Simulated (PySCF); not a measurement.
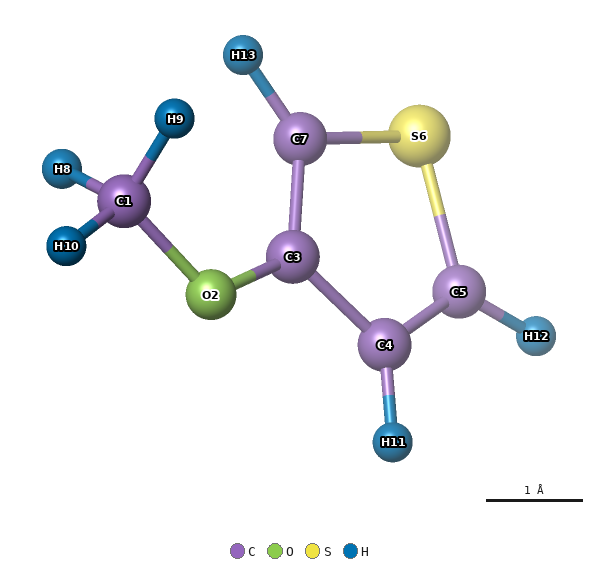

Fig. 1: The input geometry of the first run (ball-and-stick view, seen at a tilt; atoms are numbered from 1 in the order of the input).

# C5H6OS: one change and its effect

System: C5H6OS, SMILES COc1ccsc1.
Method of the first run: GIAO KT3/pcSseg-2 NMR shielding, non-relativistic, gas phase (PySCF 2.14.0).

The geometry comes from this level: PBE0-D3(BJ)/def2-TZVP. Text and figures count atoms from 1; the logs count them from 0 in places.

Input file, the first run:
```
{"job": {"kind": "nmr", "xc": "KT3", "basis": "pcSseg-2", "pop": false}, "charge": 0, "multiplicity": 1}
C      2.094551    -0.092216    -0.649312
O      0.990590     0.773533    -0.547453
C     -0.130758     0.235268    -0.029424
C     -1.290503     1.043465     0.119748
C     -2.329765     0.348314     0.653379
S     -1.913418    -1.272587     0.978120
C     -0.319111    -1.052573     0.396738
H      1.872499    -0.938575    -1.309170
H      2.388880    -0.473278     0.335062
H      2.910903     0.490812    -1.071375
H     -1.324650     2.086068    -0.164476
H     -3.321740     0.709708     0.876008
H      0.379160    -1.872944     0.398505
```

The first line tells a small driver script what to run in PySCF; the rest is the geometry in Å.

Command:
```bash
OMP_NUM_THREADS=1 python <driver script> task.json out
```

Hardware: 1 CPU thread, shared host.

Output (the first run):
```
coarse grid: 11864 points
cycle   1  E = -674.5337607791  dE =  1.093e+00  |g| = 7.053e-01  |ddm| = 2.944e+00
cycle   2  E = -674.1927016652  dE =  3.411e-01  |g| = 1.386e+00  |ddm| = 2.738e+00
cycle   3  E = -674.6167613924  dE = -4.241e-01  |g| = 3.091e-01  |ddm| = 2.412e+00
cycle   4  E = -674.6402056889  dE = -2.344e-02  |g| = 1.029e-01  |ddm| = 3.386e-01
cycle   5  E = -674.6425417421  dE = -2.336e-03  |g| = 3.993e-02  |ddm| = 9.732e-02
cycle   6  E = -674.6428593742  dE = -3.176e-04  |g| = 1.747e-02  |ddm| = 4.088e-02
cycle   7  E = -674.6429337344  dE = -7.436e-05  |g| = 6.061e-03  |ddm| = 1.777e-02
cycle   8  E = -674.6429432093  dE = -9.475e-06  |g| = 1.632e-03  |ddm| = 5.453e-03
final grid: 111232 points
cycle   9  E = -674.6732727331  dE = -4.606e-04  |g| = 1.451e-02  |ddm| = 2.469e-01
cycle  10  E = -674.6731469744  dE =  1.258e-04  |g| = 2.880e-02  |ddm| = 2.752e-02
cycle  11  E = -674.6733006900  dE = -1.537e-04  |g| = 4.047e-03  |ddm| = 2.231e-02
cycle  12  E = -674.6733023534  dE = -1.663e-06  |g| = 3.158e-03  |ddm| = 5.933e-03
cycle  13  E = -674.6733051713  dE = -2.818e-06  |g| = 4.253e-04  |ddm| = 2.741e-03
cycle  14  E = -674.6733052104  dE = -3.910e-08  |g| = 1.726e-04  |ddm| = 4.436e-04
cycle  15  E = -674.6733052174  dE = -7.033e-09  |g| = 5.429e-05  |ddm| = 1.894e-04
cycle  16  E = -674.6733052182  dE = -7.644e-10  |g| = 2.049e-05  |ddm| = 7.520e-05
converged SCF energy = -674.6733052182

GIAO shielding tensors (ppm)
atom      isotropic    diamagn.    paramagn.     s11        s22        s33       span
  0 C      124.335     243.284    -118.949     95.842     99.810    177.353     81.511
  1 O      218.869     388.778    -169.909     95.018    269.388    292.201    197.183
  2 C       24.262     252.974    -228.712    -29.370     22.904     79.253    108.623
  3 C       66.768     256.635    -189.868     -2.377     57.249    145.431    147.808
  4 C       61.529     259.060    -197.531    -24.975     58.111    151.450    176.425
  5 S      337.271    1059.565    -722.294    221.476    365.886    424.450    202.974
  6 C       92.004     264.837    -172.833     34.023     84.791    157.198    123.175
  7 H       27.906      31.238      -3.332     24.827     25.907     32.984      8.157
  8 H       27.919      31.276      -3.357     24.849     25.936     32.972      8.123
  9 H       27.616      28.346      -0.730     23.571     26.186     33.092      9.521
 10 H       24.782      31.315      -6.533     21.940     25.293     27.114      5.174
 11 H       24.577      28.308      -3.732     21.928     24.648     27.154      5.226
 12 H       25.634      34.689      -9.055     21.685     27.043     28.175      6.490
```

For the second run the input was changed thus:
```diff
-"xc": "KT3"
+"xc": "B97-2"
```

What does this change do to the results?

The total energies belong to different methods, so their difference says nothing on which is more stable or more accurate. The HOMO goes from −5.26 to −6.06 eV. The LUMO goes from −1.04 to −0.27 eV. Of all shieldings, the largest change is that of S6, by −22.2 ppm. The functional changes from KT3 to B97-2. Exact exchange removes part of the self-interaction error of semilocal functionals, which pushes filled and empty levels apart. The SCF takes 14 iterations against 16.

Output (the second run):
```
coarse grid: 11864 points
cycle   1  E = -667.5162012476  dE =  1.244e+00  |g| = 5.569e-01  |ddm| = 2.672e+00
cycle   2  E = -667.4416204635  dE =  7.458e-02  |g| = 8.149e-01  |ddm| = 1.245e+00
cycle   3  E = -667.5727882500  dE = -1.312e-01  |g| = 1.450e-01  |ddm| = 9.014e-01
cycle   4  E = -667.5772197313  dE = -4.431e-03  |g| = 5.602e-02  |ddm| = 1.464e-01
cycle   5  E = -667.5779444706  dE = -7.247e-04  |g| = 1.372e-02  |ddm| = 4.680e-02
cycle   6  E = -667.5779814787  dE = -3.701e-05  |g| = 5.846e-03  |ddm| = 1.366e-02
cycle   7  E = -667.5779894392  dE = -7.961e-06  |g| = 1.633e-03  |ddm| = 5.123e-03
final grid: 111232 points
cycle   8  E = -667.5830533451  dE = -1.287e-04  |g| = 5.769e-03  |ddm| = 7.906e-02
cycle   9  E = -667.5830424746  dE =  1.087e-05  |g| = 8.956e-03  |ddm| = 9.479e-03
cycle  10  E = -667.5830601594  dE = -1.768e-05  |g| = 9.138e-04  |ddm| = 6.057e-03
cycle  11  E = -667.5830602592  dE = -9.977e-08  |g| = 6.417e-04  |ddm| = 1.101e-03
cycle  12  E = -667.5830603611  dE = -1.019e-07  |g| = 1.605e-04  |ddm| = 5.383e-04
cycle  13  E = -667.5830603664  dE = -5.341e-09  |g| = 4.743e-05  |ddm| = 1.346e-04
cycle  14  E = -667.5830603669  dE = -4.602e-10  |g| = 1.064e-05  |ddm| = 4.207e-05
converged SCF energy = -667.5830603669

GIAO shielding tensors (ppm)
atom      isotropic    diamagn.    paramagn.     s11        s22        s33       span
  0 C      126.343     243.418    -117.075     98.668    102.071    178.291     79.623
  1 O      231.467     389.729    -158.261    108.247    280.271    305.883    197.636
  2 C       18.183     250.988    -232.804    -44.039     16.961     81.628    125.667
  3 C       60.008     254.841    -194.834    -16.102     49.619    146.506    162.608
  4 C       52.497     257.916    -205.419    -42.815     47.180    153.125    195.940
  5 S      315.077    1057.854    -742.777    184.482    351.852    408.897    224.415
  6 C       85.258     262.925    -177.667     20.826     77.661    157.287    136.461
  7 H       27.965      30.880      -2.915     24.800     25.964     33.130      8.329
  8 H       27.977      30.910      -2.933     24.820     25.994     33.117      8.297
  9 H       27.630      28.400      -0.770     23.406     26.189     33.295      9.890
 10 H       24.677      32.077      -7.400     21.640     25.210     27.180      5.540
 11 H       24.378      29.163      -4.785     21.740     24.503     26.891      5.151
 12 H       25.514      34.344      -8.830     21.518     26.695     28.329      6.810
```

The two runs side by side:

| quantity | the first run | the second run |
| --- | --- | --- |
| outcome | converged | converged |
| total energy (hartree) | −674.673305 | −667.583060 |
| HOMO (eV) | −5.26 | −6.06 |
| LUMO (eV) | −1.04 | −0.27 |
| dipole moment (D) | 1.08 | 1.08 |
| shielding of C1 (ppm) | 124.3 | 126.3 |
| shielding of O2 (ppm) | 218.9 | 231.5 |
| shielding of C3 (ppm) | 24.3 | 18.2 |
| shielding of C4 (ppm) | 66.8 | 60.0 |
| shielding of C5 (ppm) | 61.5 | 52.5 |
| shielding of S6 (ppm) | 337.3 | 315.1 |
| shielding of C7 (ppm) | 92.0 | 85.3 |
| SCF iterations | 16 | 14 |
| basis functions | 343 | 343 |
| wall time (shared host) | 80 s | 60 s |
